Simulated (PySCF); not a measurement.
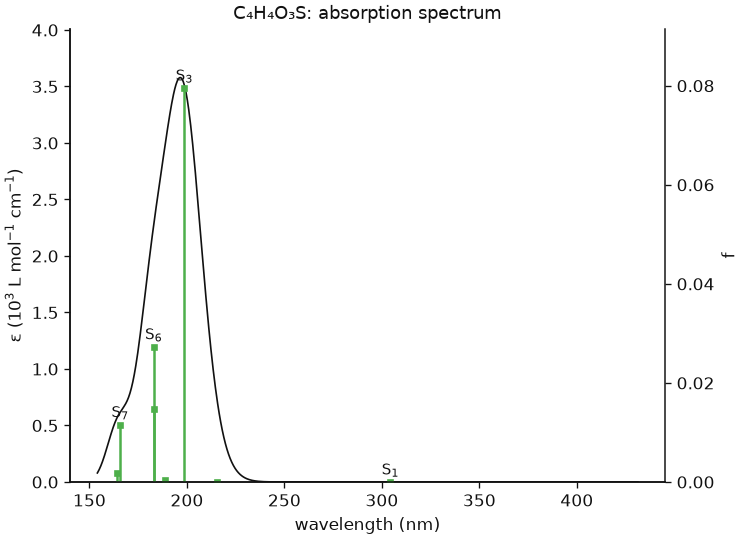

Computed absorption of C₄H₄O₃S, SMILES CS(=O)(=O)c1cc1=O. Vertical TDDFT excitations, ωB97X-D/def2-SVPD with PySCF, at a GFN2-xTB geometry (no frequency check), gas phase. The lowest 8 singlet states are shown; each is broadened by a Gaussian of 1/e half-width 0.40 eV. Sticks give oscillator strengths (right axis).

Question: Which of the computed transitions is the brightest, and what character does the calculation give it?

Answer: S3 at 6.24 eV (199 nm), f = 0.080, mainly HOMO−1 → LUMO (90 %).

Question: Does any vertical transition fall in the visible?

Answer: No singlet lies below 3.1 eV (beyond 400 nm), so at this level no vertical transition falls in the visible.

Question: Where is the lowest singlet, and is it bright?

Answer: S1 lies at 4.07 eV (304 nm) with f = 0.000, mainly HOMO → LUMO (98 %); it is dark or nearly so.

Note: the tight-binding geometry is rougher than a DFT one and adds to the error; one conformer of a flexible molecule; core orbitals are frozen in the response.
